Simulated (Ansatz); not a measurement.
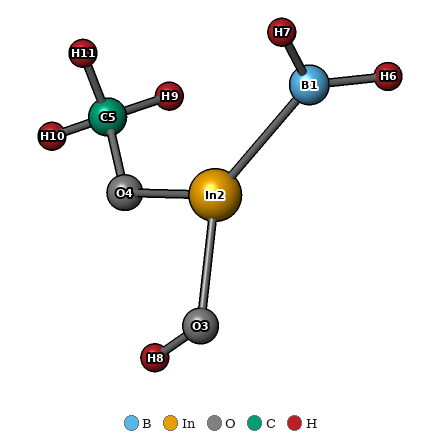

The system is CH₆BInO₂, SMILES [BH2][In]([OH])[O]C; the picture shows the reference structure. Coordinates scanned: (1) dihedral B1–In2–O4–C5; (2) dihedral H6–B1–In2–O3. Nothing is relaxed (all other coordinates rigid). The grid has 10 × 10 points. Points are written as (first, second). Energies are in kJ/mol, from the relaxed molecule at the same level. Computed with RKS r2SCAN-D4/def2-SVP in Ansatz 0.2.0.

Its coordinates:

| atom | x (Å) | y (Å) | z (Å) |
| --- | --- | --- | --- |
| B | -0.4189 | 2.3523 | 0.7842 |
| In | 0.4131 | 0.7722 | -0.5568 |
| O | 1.5278 | 1.0529 | -2.1950 |
| O | 0.2817 | -1.2387 | -0.4829 |
| C | -0.4122 | -1.9889 | 0.4719 |
| H | -1.5090 | 2.8204 | 0.5733 |
| H | 0.2088 | 2.7363 | 1.7383 |
| H | 1.7460 | 0.1875 | -2.5725 |
| H | -1.5098 | -1.8195 | 0.4549 |
| H | -0.2555 | -3.0656 | 0.2706 |
| H | -0.0719 | -1.8087 | 1.5139 |

Range: dihedral B1–In2–O4–C5 from −180 to 144°; dihedral H6–B1–In2–O3 from −180 to 144°.

Question: Predict the map.

Answer: The lowest grid point is at (0°, 72°), 0.6 kJ/mol from the relaxed molecule at the same level; the map holds 2 wells of about this depth. The bottom of the well lies between grid points, at about (0°, 90°), about 0.52 kJ/mol lower on the interpolated surface. There are further wells near (−180°, −72°) (3.6 kJ/mol above the lowest at that grid point); (−180°, 108°) (3.7 kJ/mol above the lowest at that grid point). The highest grid point, (108°, −180°), lies 18.7 kJ/mol above the lowest. On the interpolated surface the easiest way out of the lowest well to the well at about (0°, −90°) passes a barrier of about 5.7 kJ/mol, counted from the interpolated bottom of the well. Round the minimum the two coordinates are weakly coupled (coupling 0.06 in units of the two stiffnesses).

| dihedral H6–B1–In2–O3 ↓, dihedral B1–In2–O4–C5 → | −180 | −144 | −108 | −72 | −36 | 0 | 36 | 72 | 108 | 144 |
| --- | --- | --- | --- | --- | --- | --- | --- | --- | --- | --- |
| 144 | 6.3 | 9.7 | 14.4 | 13.6 | 7.2 | 3.8 | 7.4 | 15.1 | 18.3 | 12.9 |
| 108 | 4.3 | 7.5 | 11.1 | 9.7 | 3.7 | 0.6 | 3.8 | 10.5 | 13.3 | 9.5 |
| 72 | 4.3 | 9.3 | 13.2 | 10.8 | 4.1 | 0.6 | 3.5 | 9.6 | 11.4 | 7.8 |
| 36 | 6.4 | 12.7 | 18.2 | 15.5 | 7.8 | 3.8 | 6.9 | 13.6 | 14.9 | 10.2 |
| 0 | 7.5 | 12.9 | 18.9 | 17.3 | 9.7 | 5.7 | 9.2 | 17.0 | 19.1 | 13.1 |
| −36 | 6.3 | 9.8 | 14.5 | 13.7 | 7.2 | 3.8 | 7.4 | 15.1 | 18.2 | 12.8 |
| −72 | 4.2 | 7.5 | 11.1 | 9.8 | 3.8 | 0.6 | 3.9 | 10.5 | 13.3 | 9.4 |
| −108 | 4.2 | 9.2 | 13.2 | 10.8 | 4.2 | 0.6 | 3.6 | 9.7 | 11.4 | 7.8 |
| −144 | 6.3 | 12.6 | 18.1 | 15.5 | 7.8 | 3.8 | 6.9 | 13.6 | 15.0 | 10.2 |
| −180 | 7.5 | 12.8 | 18.8 | 17.2 | 9.6 | 5.7 | 9.2 | 17.0 | 19.3 | 13.2 |

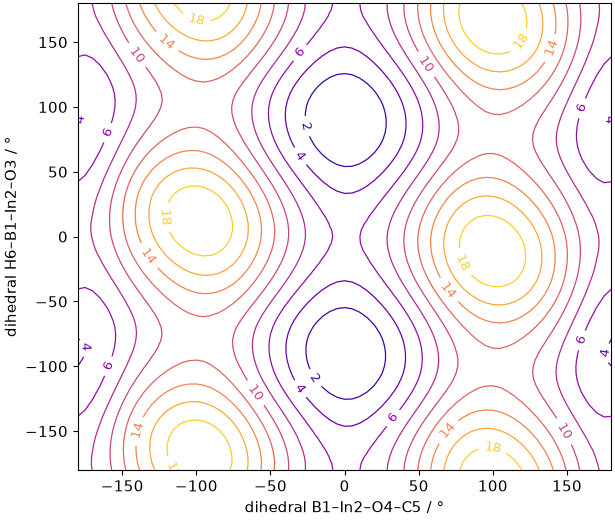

The picture shows contour lines labelled in kJ/mol. Between grid points the surface is interpolated.

Each point was launched as `ansatz run input.yaml --threads 1 --pin off --max-ram 2560MiB --backend cpu --events-out ev --progress --plain --runs-dir out`. The whole map (100 points run) took 9.6 min on 1 thread of Intel(R) Xeon(R) 6975P-C (Granite Rapids), on a shared host.
